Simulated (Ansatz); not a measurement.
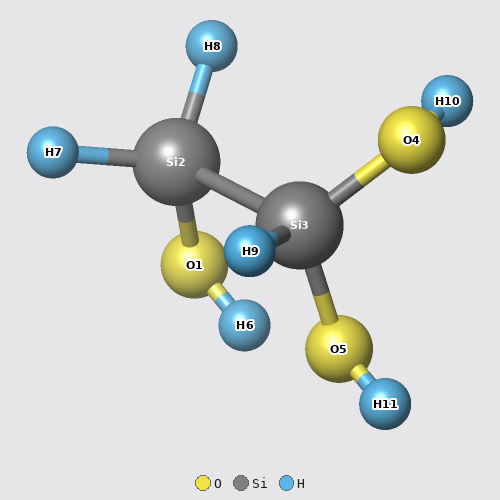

The system is H₆O₃Si₂, SMILES O[SiH2][SiH](O)O; the picture shows the reference structure. 
- First axis: dihedral O1–Si2–Si3–O4. Second axis: dihedral Si2–Si3–O5–H11.
- Nothing is relaxed (all other coordinates rigid).
- The grid has 18 × 18 points.
- Energies: kcal/mol, counted from the lowest grid point.
- These are results of RKS PBE0-D4/def2-SVP in Ansatz 0.2.0, not measurements.

Its coordinates:

```xyz
11

O    -0.8276    1.9154    0.6744
Si    0.6642    1.3582    0.1698
Si    0.2947   -0.9602   -0.0011
O     0.4072   -1.6068   -1.5307
O    -1.2880   -0.9111    0.5700
H    -1.4294    1.1724    0.8321
H     1.7460    1.7038    1.1432
H     1.0406    1.9633   -1.1469
H     1.1117   -1.8907    0.8279
H     0.0894   -1.0585   -2.2545
H    -1.7436   -1.7428    0.7364
```

Range: dihedral O1–Si2–Si3–O4 from −180 to 160°; dihedral Si2–Si3–O5–H11 from −180 to 160°.

Question: What will the energy surface look like?

Answer: The lowest grid point is at dihedral O1–Si2–Si3–O4 = 120°, dihedral Si2–Si3–O5–H11 = −180°. There are further wells near dihedral O1–Si2–Si3–O4 = −40°, dihedral Si2–Si3–O5–H11 = −180° (6.2 kcal/mol above the lowest at that grid point); dihedral O1–Si2–Si3–O4 = −40°, dihedral Si2–Si3–O5–H11 = 40° (9.7 kcal/mol above the lowest at that grid point). The highest grid point, dihedral O1–Si2–Si3–O4 = 120°, dihedral Si2–Si3–O5–H11 = 0°, lies 18.4 kcal/mol above the lowest. On the interpolated surface the easiest way out of the lowest well to the well at about dihedral O1–Si2–Si3–O4 = −40°, dihedral Si2–Si3–O5–H11 = −170° passes a barrier of about 7.1 kcal/mol. Round the minimum the two coordinates are weakly coupled (coupling −0.15 in units of the two stiffnesses).

```
dihedral Si2–Si3–O5–H11 ↓, dihedral O1–Si2–Si3–O4 →  −160  −120   −80   −40     0    40    80   120   160
                                                140   8.1   9.2   8.4   8.3  10.0   8.5   4.1   1.6   5.0
                                                100   9.8  11.7  10.7  10.3  12.5  11.1   7.9   3.9   6.4
                                                 60   9.1  11.4  10.9  10.0  12.1  11.4  10.9   6.5   5.8
                                                 20   8.9  10.6  10.9   9.9  11.3  10.7  10.1  14.2   6.3
                                                −20  10.1  10.9  11.0  11.0  12.0  10.5   7.2  17.1   9.2
                                                −60  10.8  11.7  11.0  11.2  12.9  10.7   6.0   8.8  10.9
                                               −100   9.5  10.9  10.1   9.8  12.2  10.3   5.3   3.9   7.8
                                               −140   6.9   8.3   7.8   7.1   9.3   8.1   3.5   0.8   4.1
                                               −180   6.0   7.1   6.6   6.2   7.9   6.8   2.3   0.0   3.1
```

The table holds every second grid line.

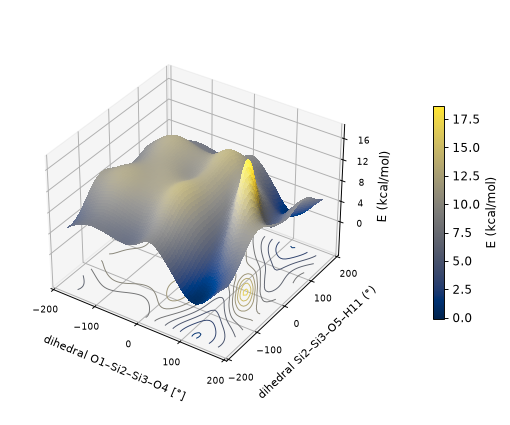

In the figure: a relief with its contours projected below. Between grid points the surface is interpolated.

Each point was launched as `ansatz run input.yaml --threads 1 --pin off --max-ram 2560MiB --backend cpu --events-out ev --progress --plain --runs-dir out`. The whole map (324 points run) took 50 min on 1 thread of Arm Neoverse N1, on a shared host.
